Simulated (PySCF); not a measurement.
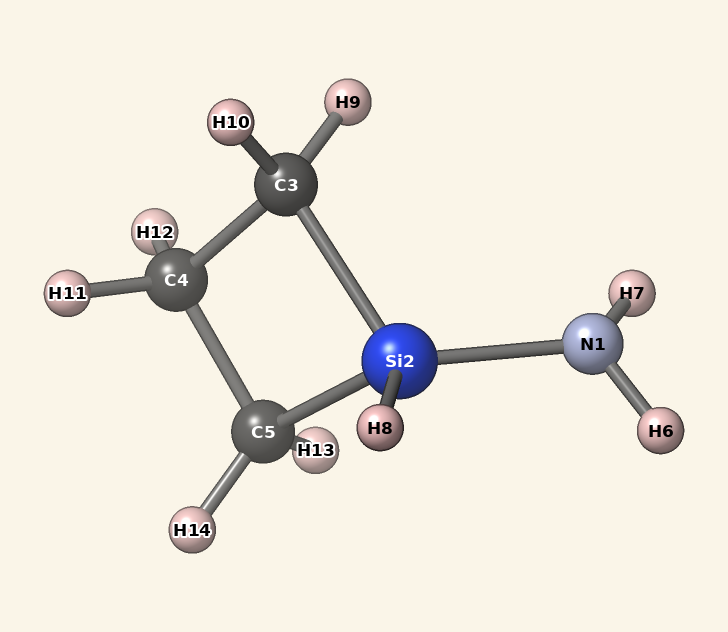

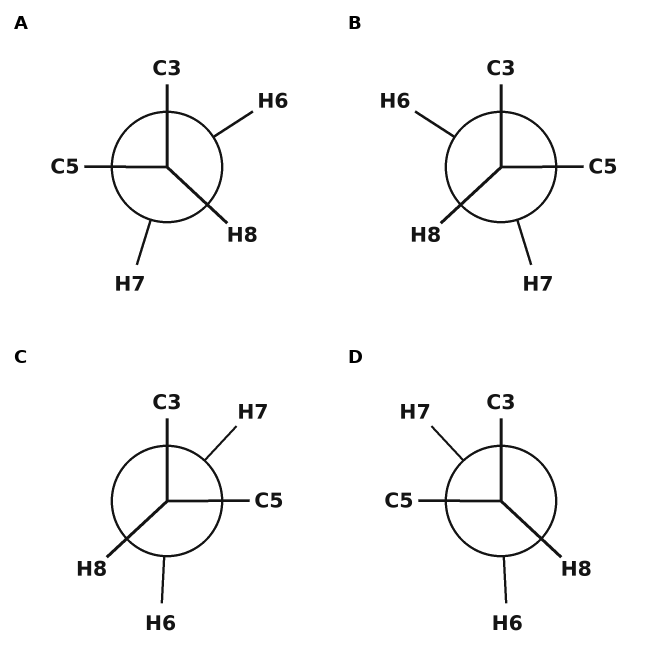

Atoms fade into the background with distance from the viewer. Bonds that would overlap in a projection are set slightly apart. The geometry was computed by an optimisation with GFN2-xTB. No frequency run is at hand to confirm it as a minimum.

> Which Newman projection shows the view along Si2–N1, with Si2 in front?

D. The torsion angle C3–Si2–N1–H6 is 177°, antiperiplanar (anti).
